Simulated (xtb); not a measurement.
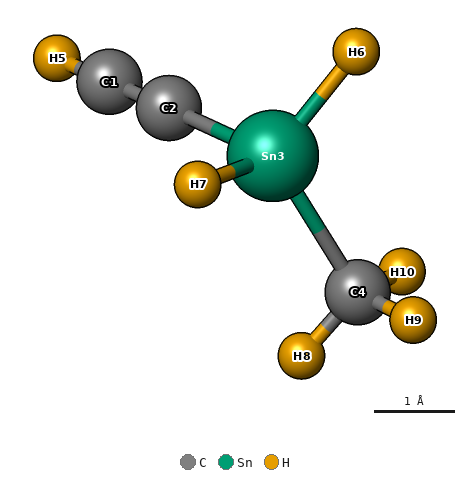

**Figure 1.** The starting structure (ball-and-stick view, seen at a tilt; atoms are numbered from 1 in the order of the input). Sticks mark near contacts. Bond lengths as drawn: C–C 1.21 Å, C–H 1.07 to 1.09 Å, C–Sn 2.09 to 2.13 Å and H–Sn 1.71 Å.

**C3H6Sn: geometry relaxation (part 1 of 4)**

- system: C3H6Sn
- method: GFN1-xTB (xtb 6.7.1)

The geometry comes from this level: PBE0-D4/def2-TZVP.

### Output
```
* xtb version 6.7.1
   ID    Z sym.   atoms
    1    6 C      1, 2, 4
    2   50 Sn     3
    3    1 H      5-10

           -------------------------------------------------
          |                Calculation Setup                |
           -------------------------------------------------

          program call               : xtb geom.xyz --gfn1 --ohess vtight
          coordinate file            : geom.xyz
          omp threads                :                     1

########################################################################
[WARNING] Please study the warnings concerning your input carefully
-1- prog_main_parseArguments: The use of '--gfn1' is discouraged, please use '--gfn 1' next time
########################################################################

           -------------------------------------------------
          |                 G F N 1 - x T B                 |
           -------------------------------------------------

      * Hamiltonian:
        H0-scaling (s, p, d)           1.850000    2.250000    2.000000
        zeta-weighting                 0.000000
      * Dispersion:
        s8                             2.400000
        a1                             0.630000
        a2                             5.000000
        s9                             0.000000
      * Repulsion:
        kExp                           1.500000
        rExp                           1.000000
      * Coulomb:
        alpha                          2.000000
        third order                    atomic
        anisotropic                    false
      * Halogen bond correction:
        rad-scale                      1.300000
        damping                        0.440000

          ...................................................
          :                      SETUP                      :
          :.................................................:
          :  # basis functions                  34          :
          :  # atomic orbitals                  33          :
          :  # shells                           21          :
          :  # electrons                        22          :
          :  # halogen bonds                     0          :
          :  max. iterations                   250          :
          :  Hamiltonian                  GFN1-xTB          :
          :  restarted?                      false          :
          :  GBSA solvation                  false          :
          :  PC potential                    false          :
          :  electronic temp.          300.0000000     K    :
          :  accuracy                    1.0000000          :
          :  -> integral cutoff          0.2500000E+02      :
          :  -> integral neglect         0.1000000E-07      :
          :  -> SCF convergence          0.1000000E-05 Eh   :
          :  -> wf. convergence          0.2000000E-04 e    :
          :  Broyden damping             0.4000000          :
          :  net charge                          0          :
          :  unpaired electrons                  0          :
          ...................................................

 iter      E             dE          RMSdq      gap      omega  full diag
   1    -12.1180974 -0.121181E+02  0.738E+00    5.27       0.0  T
   2    -12.1512352 -0.331377E-01  0.446E+00    5.79       1.0  T
   3    -12.1503799  0.855227E-03  0.772E-01    5.80       1.0  T
   4    -12.1516772 -0.129728E-02  0.254E-01    5.78       1.0  T
   5    -12.1519635 -0.286327E-03  0.437E-02    5.79       1.0  T
   6    -12.1519677 -0.412825E-05  0.596E-03    5.79       5.3  T
   7    -12.1519677 -0.521185E-07  0.105E-03    5.79      30.0  T
   8    -12.1519677 -0.238968E-08  0.143E-04    5.79     221.7  T
   9    -12.1519677 -0.284714E-10  0.413E-05    5.79     765.8  T

   *** convergence criteria satisfied after 9 iterations ***

         #    Occupation            Energy/Eh            Energy/eV
      -------------------------------------------------------------
         1        2.0000           -0.9296931             -25.2982
       ...           ...                  ...                  ...
         5        2.0000           -0.5177140             -14.0877
         6        2.0000           -0.5172474             -14.0750
         7        2.0000           -0.4788707             -13.0307
         8        2.0000           -0.4703886             -12.7999
         9        2.0000           -0.4600497             -12.5186
        10        2.0000           -0.4509571             -12.2712
        11        2.0000           -0.4417187             -12.0198 (HOMO)
        12                         -0.2290147              -6.2318 (LUMO)
        13                         -0.2248370              -6.1181
        14                         -0.1847954              -5.0285
        15                         -0.1604313              -4.3656
        16                         -0.1334505              -3.6314
       ...                                ...                  ...
        33                          1.2998657              35.3711
      -------------------------------------------------------------
                  HL-Gap            0.2127040 Eh            5.7880 eV
             Fermi-level           -0.3353667 Eh           -9.1258 eV

 SCC (total)                   0 d,  0 h,  0 min,  0.005 sec
 SCC setup                      ...        0 min,  0.000 sec (  1.131%)
 Dispersion                     ...        0 min,  0.000 sec (  0.611%)
 classical contributions        ...        0 min,  0.000 sec (  0.263%)
 integral evaluation            ...        0 min,  0.001 sec ( 26.178%)
 iterations                     ...        0 min,  0.001 sec ( 26.719%)
 molecular gradient             ...        0 min,  0.002 sec ( 43.844%)
 printout                       ...        0 min,  0.000 sec (  1.165%)

         :::::::::::::::::::::::::::::::::::::::::::::::::::::
         ::                     SUMMARY                     ::
         :::::::::::::::::::::::::::::::::::::::::::::::::::::
         :: total energy             -11.960316567620 Eh    ::
         :: gradient norm              0.019625325289 Eh/a0 ::
         :: HOMO-LUMO gap              5.787970679442 eV    ::
         ::.................................................::
         :: SCC energy               -12.151967726739 Eh    ::
         :: -> electrostatic           0.001277413168 Eh    ::
         :: repulsion energy           0.194622120603 Eh    ::
         :: dispersion energy         -0.002970961484 Eh    ::
         :: halogen bond corr.         0.000000000000 Eh    ::
         :: add. restraining           0.000000000000 Eh    ::
         :: total charge              -0.000000000000 e     ::
         :::::::::::::::::::::::::::::::::::::::::::::::::::::

      -----------------------------------------------------------
     |                   =====================                   |
     |                        A N C O P T                        |
     |                   =====================                   |
     |               Approximate Normal Coordinate               |
     |                Rational Function Optimizer                |
      -----------------------------------------------------------
      -----------------------------------------------------------
     |                   =====================                   |
     |                        A N C O P T                        |
     |                   =====================                   |
     |               Approximate Normal Coordinate               |
     |                Rational Function Optimizer                |
      -----------------------------------------------------------

          ...................................................
          :                      SETUP                      :
          :.................................................:
          :   optimization level         verytight          :
          :   max. optcycles                   200          :
          :   ANC micro-cycles                  20          :
          :   degrees of freedom                24          :
          :.................................................:
          :   RF solver                   davidson          :
          :   write xtbopt.log                true          :
          :   linear?                        false          :
          :   energy convergence         0.1000000E-06 Eh   :
          :   grad. convergence          0.2000000E-03 Eh/α :
          :   maxmium RF displ.          1.0000000          :
          :   Hlow (freq-cutoff)         0.1000000E-01      :
          :   Hmax (freq-cutoff)         5.0000000          :
          :   S6 in model hess.         20.0000000          :
          ...................................................

generating ANC from exact Hessian ...
Using Lindh-Hessian (1995)
 Shifting diagonal of input Hessian by    1.0312921322177615E-002
 Lowest  eigenvalues of input Hessian
    0.010000    0.000000    0.000000    0.000000    0.000000    0.000000
    0.000000    0.010476    0.010883    0.011746    0.011923    0.012257
    0.012677    0.013245    0.020651    0.020975    0.035527    0.053501
 Highest eigenvalues
    0.510795    0.647122    0.673711    1.070783    1.071614    2.263917

........................................................................
.............................. CYCLE    1 ..............................
........................................................................

 iter      E             dE          RMSdq      gap      omega  full diag
   1    -12.1519677 -0.121520E+02  0.147E-05    5.79       0.0  T
   2    -12.1519677 -0.387246E-12  0.688E-06    5.79    4593.2  T
   3    -12.1519677 -0.284217E-13  0.288E-06    5.79   10996.9  T
     SCC iter.                  ...        0 min,  0.001 sec
     gradient                   ...        0 min,  0.002 sec
 * total energy  :   -11.9603166 Eh     change       -0.1818989E-11 Eh
   gradient norm :     0.0196251 Eh/α   predicted     0.0000000E+00 (-100.00%)
   displ. norm   :     0.2007920 α      lambda       -0.2231347E-02
   maximum displ.:     0.1466476 α      in ANC's #6, #13, #12, ...

........................................................................
.............................. CYCLE    2 ..............................
........................................................................

 iter      E             dE          RMSdq      gap      omega  full diag
   1    -12.1606885 -0.121607E+02  0.989E-02    5.79       0.0  T
   2    -12.1607140 -0.255230E-04  0.492E-02    5.79       1.0  T
   3    -12.1607152 -0.119190E-05  0.129E-02    5.80       2.5  T
   4    -12.1607152 -0.210897E-07  0.384E-03    5.80       8.2  T
   5    -12.1607152 -0.226835E-07  0.140E-03    5.80      22.5  T
   6    -12.1607153 -0.497598E-08  0.229E-04    5.80     138.3  T
   7    -12.1607153 -0.123771E-09  0.118E-05    5.80    2684.3  T
   8    -12.1607153 -0.284217E-13  0.417E-06    5.80    7588.5  T
     SCC iter.                  ...        0 min,  0.001 sec
     gradient                   ...        0 min,  0.002 sec
 * total energy  :   -11.9612024 Eh     change       -0.8858286E-03 Eh
   gradient norm :     0.0059676 Eh/α   predicted    -0.1160653E-02 (  31.02%)
   displ. norm   :     0.0585174 α      lambda       -0.1485905E-03
   maximum displ.:     0.0377309 α      in ANC's #6, #7, #3, ...

........................................................................
.............................. CYCLE    3 ..............................
........................................................................

 iter      E             dE          RMSdq      gap      omega  full diag
   1    -12.1606766 -0.121607E+02  0.186E-02    5.79       0.0  T
   2    -12.1606781 -0.150662E-05  0.877E-03    5.79       3.6  T
   3    -12.1606782 -0.794810E-07  0.245E-03    5.79      12.9  T
   4    -12.1606782 -0.129952E-08  0.888E-04    5.79      35.6  T
   5    -12.1606782 -0.132604E-08  0.362E-04    5.79      87.3  T
   6    -12.1606782 -0.138726E-09  0.639E-05    5.79     494.6  T
   7    -12.1606782 -0.987832E-11  0.290E-06    5.79   10902.0  T
     SCC iter.                  ...        0 min,  0.001 sec
     gradient                   ...        0 min,  0.002 sec
 * total energy  :   -11.9612761 Eh     change       -0.7373939E-04 Eh
   gradient norm :     0.0008969 Eh/α   predicted    -0.7455033E-04 (   1.10%)
   displ. norm   :     0.0359601 α      lambda       -0.8189530E-05
   maximum displ.:     0.0271944 α      in ANC's #3, #7, #9, ...

........................................................................
.............................. CYCLE    4 ..............................
........................................................................

 iter      E             dE          RMSdq      gap      omega  full diag
   1    -12.1606539 -0.121607E+02  0.372E-03    5.78       0.0  T
   2    -12.1606541 -0.170527E-06  0.102E-03    5.78      31.0  T
   3    -12.1606541 -0.386061E-08  0.695E-04    5.78      45.5  T
   4    -12.1606541 -0.704318E-09  0.283E-04    5.78     111.5  T
   5    -12.1606541 -0.187086E-10  0.103E-04    5.78     307.4  T
   6    -12.1606541 -0.972555E-11  0.119E-05    5.78    2654.7  T
     SCC iter.                  ...        0 min,  0.001 sec
     gradient                   ...        0 min,  0.002 sec
 * total energy  :   -11.9612830 Eh     change       -0.6890898E-05 Eh
   gradient norm :     0.0007207 Eh/α   predicted    -0.4095594E-05 ( -40.57%)
   displ. norm   :     0.0325114 α      lambda       -0.4855123E-05
   maximum displ.:     0.0305071 α      in ANC's #3, #1, #8, ...

........................................................................
.............................. CYCLE    5 ..............................
........................................................................

 iter      E             dE          RMSdq      gap      omega  full diag
   1    -12.1607803 -0.121608E+02  0.172E-03    5.78       0.0  T
   2    -12.1607803 -0.162999E-07  0.649E-04    5.78      48.7  T
   3    -12.1607803 -0.523105E-09  0.272E-04    5.78     116.2  T
   4    -12.1607803 -0.771099E-10  0.146E-04    5.78     217.0  T
   5    -12.1607803 -0.175895E-10  0.290E-05    5.78    1090.4  T
     SCC iter.                  ...        0 min,  0.001 sec
     gradient                   ...        0 min,  0.002 sec
 * total energy  :   -11.9612860 Eh     change       -0.2934083E-05 Eh
   gradient norm :     0.0007022 Eh/α   predicted    -0.2429055E-05 ( -17.21%)
   displ. norm   :     0.0316646 α      lambda       -0.6985414E-05
   maximum displ.:     0.0262864 α      in ANC's #3, #1, #6, ...

........................................................................
.............................. CYCLE    6 ..............................
........................................................................

 iter      E             dE          RMSdq      gap      omega  full diag
   1    -12.1609120 -0.121609E+02  0.278E-03    5.78       0.0  T
   2    -12.1609121 -0.715863E-07  0.891E-04    5.78      35.5  T
   3    -12.1609121 -0.205417E-08  0.469E-04    5.78      67.5  T
   4    -12.1609121 -0.423842E-09  0.179E-04    5.78     176.4  T
   5    -12.1609121 -0.124718E-10  0.496E-05    5.78     638.1  T
     SCC iter.                  ...        0 min,  0.001 sec
     gradient                   ...        0 min,  0.002 sec
 * total energy  :   -11.9612884 Eh     change       -0.2463733E-05 Eh
   gradient norm :     0.0008813 Eh/α   predicted    -0.3493293E-05 (  41.79%)
   displ. norm   :     0.0157884 α      lambda       -0.4231847E-05
   maximum displ.:     0.0088968 α      in ANC's #3, #9, #11, ...

........................................................................
.............................. CYCLE    7 ..............................
........................................................................
```
